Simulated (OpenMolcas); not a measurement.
# SiNH3ClO (SMILES [NH][SiH](O)Cl): levels of theory compared

Wanted: a comparison of 6 runs (UHF/def2-SVP, UB3LYP/def2-SVP, UBLYP/def2-SVP, UM06-2X/def2-SVP, UPBE/def2-SVP, USVWN5/def2-SVP) of SiNH3ClO. 

Program for the calculation: OpenMolcas 26.06.

### Step 1. The molecule

SiNH3ClO has 7 atoms, charge 0, and is taken as a doublet. SMILES: `[NH][SiH](O)Cl`. The N1–H5 distance was set to 1.532 Å, away from the relaxed value. At this shape a bond of the SMILES string is far longer than usual.

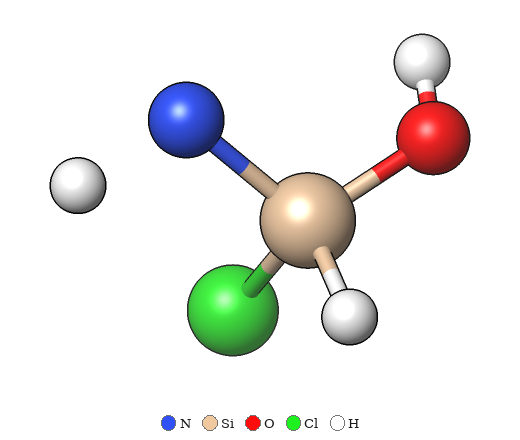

The structure, seen from a chosen angle (nitrogen blue, silicon light orange, oxygen red, chlorine green, hydrogen white).

### Step 2. The energy at UHF/def2-SVP (run 1)

Input file calc.inp:

```
>>> EXPORT MOLCAS_PRINT=2

&GATEWAY
 BASLIB=$CurrDir
 BASISSET
 N.def2-SVP....
 N1 0.110918 0.828588 -0.940503 angstrom
 End of Basis
 BASISSET
 Si.def2-SVP....
 Si2 0.346918 -0.397212 0.268997 angstrom
 End of Basis
 BASISSET
 O.def2-SVP....
 O3 1.886418 -0.913212 0.243397 angstrom
 End of Basis
 BASISSET
 Cl.def2-SVP....
 Cl4 -0.969182 -1.876812 -0.282403 angstrom
 End of Basis
 BASISSET
 H.def2-SVP....
 H5 -1.151500 1.677300 -0.756300 angstrom
 H6 0.072218 -0.002712 1.663297 angstrom
 H7 2.290418 -1.081312 -0.610603 angstrom
 End of Basis

&SEWARD

&SCF
 UHF
 SPIN=2
 THRESHOLDS=1e-10 1e-07 1e-07 1e-05
 PRORBITALS=0
```

The basis set def2-SVP is read from a file made from the Basis Set Exchange's data (not shown).

Run with:

```console
export MOLCAS_MEM=1860
pymolcas calc.inp > calc.log
```

What it wrote:

```text
--- Start Module: gateway ---
[...]
--- Stop Module: gateway /rc=_RC_ALL_IS_WELL_ ---
--- Start Module: seward ---
[...]
      Basis functions           79
--- Stop Module: seward /rc=_RC_ALL_IS_WELL_ ---
[...]
--- Start Module: scf ---
[...]
       Convergence after  30 Iterations
[...]
::    Total SCF energy                               -879.1385191667
[...]
      Total spin, S                                     0.6423101666
[...]
      Total electronic charge=   49.000000
      Total            charge=   -0.000000
[...]
      Dipole Moment (debye):
      Origin of the operator (angstrom)=    0.0913   -0.8247   -0.1180
                   X=  1.4143E-01               Y=  9.1194E-01               Z= -6.2728E-02           Total=  9.2497E-01
      Quadrupole Moment (debye*angstrom):
[...]
--- Stop Module: scf /rc=_RC_ALL_IS_WELL_ ---
[...]
```

Wall time 15 s (1 thread of AMD EPYC 7R43 (Zen 3), shared host); peak memory 0.44 GiB.

### Step 3. A single-point energy at UB3LYP/def2-SVP (run 2)

Input file test.inp:

```
>>> EXPORT MOLCAS_PRINT=2

&gateway
  baslib = $CurrDir
  coord
  7
  angstrom
  N        0.110918       0.828588      -0.940503
  Si       0.346918      -0.397212       0.268997
  O        1.886418      -0.913212       0.243397
  Cl      -0.969182      -1.876812      -0.282403
  H       -1.151500       1.677300      -0.756300
  H        0.072218      -0.002712       1.663297
  H        2.290418      -1.081312      -0.610603
  basis = def2-SVP
  group = NoSym

&seward
  gridinput
  Grid=UltraFine
  End of Grid

&scf
  uhf
  spin = 2
  ksdft = B3LYP
  thresholds = 1e-10 1e-07 1e-07 1e-05
  prorbitals = 1
```

The basis set def2-SVP is read from a file made from the Basis Set Exchange's data (not shown).

Run with:

```console
export MOLCAS_MEM=1860
pymolcas test.inp > test.log
```

What it wrote:

```text
--- Start Module: gateway ---
[...]
--- Stop Module: gateway /rc=_RC_ALL_IS_WELL_ ---
--- Start Module: seward ---
[...]
      Basis functions           79
--- Stop Module: seward /rc=_RC_ALL_IS_WELL_ ---
[...]
--- Start Module: scf ---
[...]
       Convergence after  22 Iterations
[...]
::    Total KS-DFT energy                            -881.1311102677
[...]
      Total spin, S                                     0.5064151483
[...]
      Total electronic charge=   49.000000
      Total            charge=   -0.000000
[...]
      Dipole Moment (debye):
      Origin of the operator (angstrom)=    0.0913   -0.8247   -0.1180
                   X=  8.8119E-03               Y=  7.9691E-01               Z= -1.8797E-01           Total=  8.1883E-01
      Quadrupole Moment (debye*angstrom):
[...]
--- Stop Module: scf /rc=_RC_ALL_IS_WELL_ ---
[...]
```

Wall time 50 s (1 thread of AMD EPYC 7R43 (Zen 3), shared host); peak memory 0.44 GiB.

Runs 3 to 4 aren't shown in full; the table further down has their settings and results.

### Step 4. A single-point energy at UPBE/def2-SVP (run 5)

Input file test.input:

```
* ClH3NOSi Kohn-Sham DFT
&gateway
baslib=$CurrDir
coord
7
angstrom
N        0.110918       0.828588      -0.940503
Si       0.346918      -0.397212       0.268997
O        1.886418      -0.913212       0.243397
Cl      -0.969182      -1.876812      -0.282403
H       -1.151500       1.677300      -0.756300
H        0.072218      -0.002712       1.663297
H        2.290418      -1.081312      -0.610603
basis=def2-SVP
group=NoSym
&seward
gridinput
Grid=UltraFine
End of Grid
&scf
uhf
spin=2
ksdft=PBE
thresholds=1e-10 1e-07 1e-07 1e-05
prorbitals=1 1
```

The basis set def2-SVP is read from a file made from the Basis Set Exchange's data (not shown).

Run with:

```console
export MOLCAS_MEM=1860
pymolcas test.input > test.log
```

What it wrote:

```text
--- Start Module: gateway ---
[...]
--- Stop Module: gateway /rc=_RC_ALL_IS_WELL_ ---
--- Start Module: seward ---
[...]
      Basis functions           79
--- Stop Module: seward /rc=_RC_ALL_IS_WELL_ ---
[...]
--- Start Module: scf ---
[...]
       Convergence after  22 Iterations
[...]
::    Total KS-DFT energy                            -880.6159714902
[...]
      Total spin, S                                     0.5038435644
[...]
      Total electronic charge=   49.000000
      Total            charge=   -0.000000
[...]
      Dipole Moment (debye):
      Origin of the operator (angstrom)=    0.0913   -0.8247   -0.1180
                   X=  8.8508E-02               Y=  6.3849E-01               Z= -2.0591E-01           Total=  6.7669E-01
      Quadrupole Moment (debye*angstrom):
[...]
--- Stop Module: scf /rc=_RC_ALL_IS_WELL_ ---
[...]
```

It took 49 s on 1 thread of AMD EPYC 7R43 (Zen 3), shared host; peak memory 0.44 GiB.

### Step 5. A single-point energy at USVWN5/def2-SVP (run 6)

Input file calc.input:

```
&GATEWAY
BasLib
$CurrDir
Coord
7
bohr
N      0.20960464     1.56580439    -1.77729309
Si     0.65558001    -0.75062189     0.50833066
O      3.56481338    -1.72572057     0.45995367
Cl    -1.83148854    -3.54666067    -0.53366433
H     -2.17601963     3.16963763    -1.42919987
H      0.13647224    -0.00512494     3.14317579
H      4.32826273    -2.04338354    -1.15387244
Basis
def2-SVP
Group
NoSym
&SEWARD
GridInput
Grid=UltraFine
End of Grid
&SCF
UHF
Spin
2
KSDFT
SVWN5
Thresholds
1e-10 1e-07 1e-07 1e-05
PrOrbitals
1 1
```

The basis set def2-SVP is read from a file made from the Basis Set Exchange's data (not shown).

Run with:

```console
export MOLCAS_MEM=1860
pymolcas calc.input > calc.log
```

What it wrote:

```text
--- Start Module: gateway ---
[...]
--- Stop Module: gateway /rc=_RC_ALL_IS_WELL_ ---
--- Start Module: seward ---
[...]
      Basis functions           79
--- Stop Module: seward /rc=_RC_ALL_IS_WELL_ ---
[...]
--- Start Module: scf ---
[...]
       Convergence after  20 Iterations
[...]
::    Total KS-DFT energy                            -877.4625456480
[...]
      Total spin, S                                     0.5040697686
[...]
      Total electronic charge=   49.000000
      Total            charge=   -0.000000
[...]
      Dipole Moment (debye):
      Origin of the operator (angstrom)=    0.0913   -0.8247   -0.1180
                   X= -6.4208E-02               Y=  6.3638E-01               Z= -2.2312E-01           Total=  6.7741E-01
      Quadrupole Moment (debye*angstrom):
[...]
--- Stop Module: scf /rc=_RC_ALL_IS_WELL_ ---
[...]
```

Wall time 29 s (1 thread of AMD EPYC 7R43 (Zen 3), shared host); peak memory 0.44 GiB.

### Step 6. Overview of the runs

```
run             level  integration grid  energy (Eh)  dipole moment (D)  HOMO energy (eV)  LUMO energy (eV)  wall time
  1      UHF/def2-SVP                 –  -879.138519               0.92            -11.47              1.98       15 s
  2   UB3LYP/def2-SVP         UltraFine  -881.131110               0.82             -7.69             -3.77       50 s
  3    UBLYP/def2-SVP         UltraFine  -881.062187               0.56             -6.27             -4.70       57 s
  4  UM06-2X/def2-SVP         UltraFine  -881.012963               1.11             -9.30             -2.21       69 s
  5     UPBE/def2-SVP         UltraFine  -880.615971               0.68             -6.43             -4.80       49 s
  6   USVWN5/def2-SVP         UltraFine  -877.462546               0.68             -6.38             -5.30       29 s
```

### Step 7. What came out

| quantity | value |
| --- | --- |
| run 6: total energy | -877.46255 Eh |
| run 6: dipole moment | 0.68 D |
| run 6: HOMO energy (highest over α and β) | -6.38 eV |
| run 6: LUMO energy (lowest over α and β) | -5.30 eV |
| run 6: ⟨S²⟩ | 0.758 |

The dipole moment (its size) runs from 0.56 D (UBLYP/def2-SVP) to 1.11 D (UM06-2X/def2-SVP). Totals of different functionals can't be ranked against each other. Spin contamination of the reference: run 1 ⟨S²⟩ = 1.05. All runs together took 4.5 min, the longest 69 s.
